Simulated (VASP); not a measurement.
Band structure of B (relaxed from the bcc structure, space group Im-3m). Level of theory: PBEsol GGA, VASP's PBE PAW potentials (set 64) (plane waves; VASP 6.6.1).

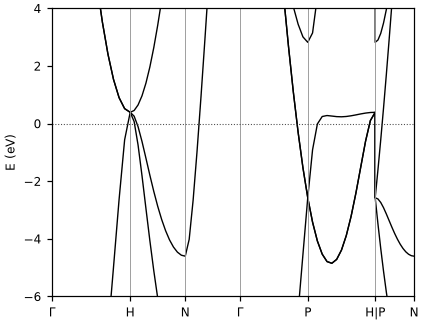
Fig. 1. Bands along high-symmetry lines, zero at the valence-band maximum or, without a gap, the Fermi level

Q: Read the plot: is there a gap, and where are the band edges?

A: It has no gap at this level: it comes out as a metal or semimetal. (Edges off the drawn lines would not show.)

The structure was generated: B was put into the bcc type (Im-3m), which need not be its known phase. It was relaxed first.
